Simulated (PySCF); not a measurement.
Consider C4H9O2PSi (SMILES COC(=O)/P=C(\C)[SiH3]).

```xyz
17

C     3.5645    0.0712   -0.2546
O     2.2878    0.6808   -0.4144
C     1.2780   -0.1151   -0.7594
O     1.3640   -1.2998   -0.9453
P    -0.2198    0.9689   -0.9904
C    -1.3916    0.2099   -0.0461
C    -1.2282   -1.0114    0.7949
Si   -3.0957    1.0360    0.0209
H     4.2701    0.8788   -0.0798
H     3.8271   -0.4868   -1.1553
H     3.5491   -0.6145    0.5948
H    -2.0246   -1.7194    0.5632
H    -0.2739   -1.5106    0.6522
H    -1.3339   -0.7452    1.8485
H    -3.3662    1.4358    1.4068
H    -3.1126    2.1895   -0.8724
H    -4.1011    0.0437   -0.3736
```

Geometry: GFN2-xTB.

These are results of PySCF 2.14.0, wB97X-D/def2-SVPD, SCF density, gas phase, not measurements.

> What will maps of the electron density and electron localisation function show?

C–C (1.49 Å): the density is about 1.7 e/Å³ at the midpoint; the ELF peaks at about 0.95 between the atoms: a shared electron pair.
C–P (1.69 Å): ρ is about 1.4 e/Å³ halfway; the ELF peaks at about 0.90 between the atoms, as expected for localised, covalent bonding.
C–Si (1.89 Å): ρ at the midpoint is about 0.93 e/Å³; the ELF peaks at about 0.95 between the atoms; a shared electron pair.
C–H (1.09 Å): ρ is about 2 e/Å³ halfway; the ELF climbs to about 1 towards the hydrogen, as it does in any bond to H (an ordinary covalent bond to hydrogen).

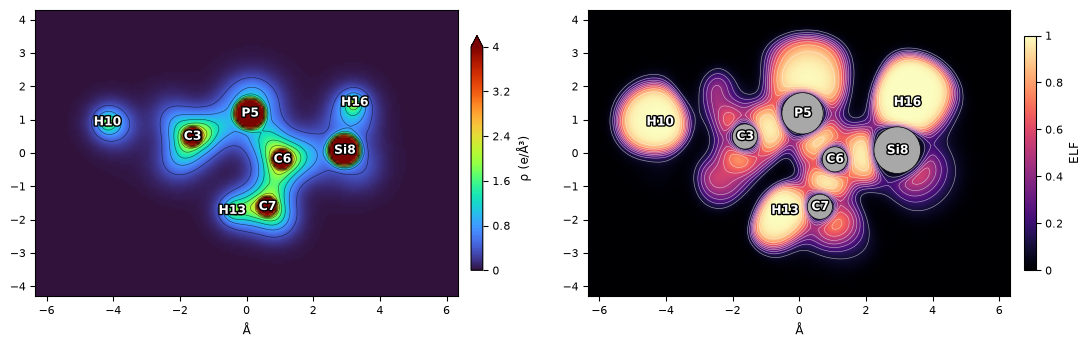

Computed electron density and electron localisation function on the plane of atoms P5, C6 and C7, in this order. Grey discs cover the atomic cores in the ELF map. 
